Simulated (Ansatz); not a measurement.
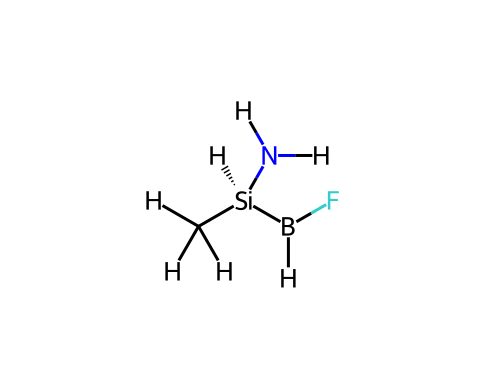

The drawing above gives the connectivity. The geometry was computed by an optimisation with PBE-D4/def2-SVP. No frequency run is at hand to confirm it as a minimum.

Describe the 3D structure.

It has 12 atoms: 1 carbon, 7 hydrogen, 1 boron, 1 fluorine, 1 nitrogen and 1 silicon (CH₇BFNSi). SMILES: `C[Si@@H](N)BF`. It has no ring. Among its groups: Si–H bond, Si–N bond, B–H bond. This geometry has C1 symmetry. Coordination, clear cases only: 1 C tetrahedral; 1 Si tetrahedral; 1 B trigonal planar.

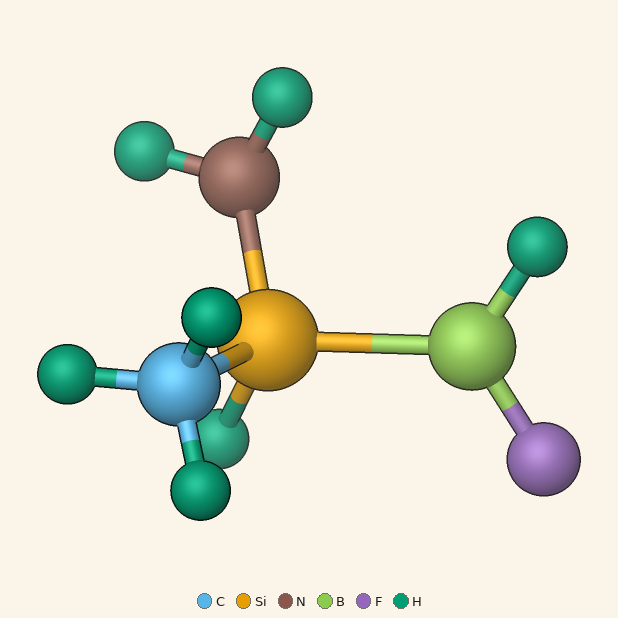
